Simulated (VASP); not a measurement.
Band structure of GaSb (zinc blende). Level of theory: LDA (Ceperley-Alder, Perdew-Zunger), VASP's LDA PAW potentials (set 64) (plane waves; VASP).

Unless said otherwise, spin-orbit coupling is left out, though it shifts the bands of the heavy elements here.

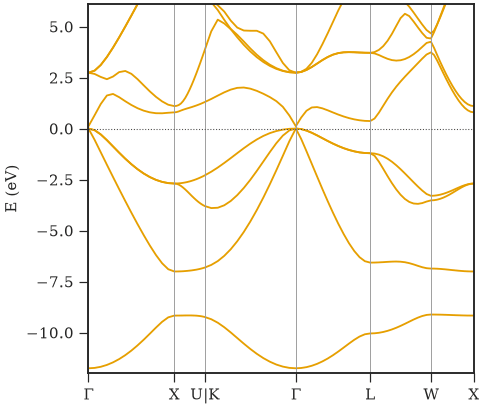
Fig. 1. Bands along high-symmetry lines, zero at the valence-band maximum or, without a gap, the Fermi level

Q: Read the plot: is there a gap, and where are the band edges?

A: The gap is direct, 0.11 eV, from the valence maximum at Γ to the conduction minimum at Γ. (Edges off the drawn lines would not show.)

The compound is GaSb in the zinc blende structure. It was relaxed first.
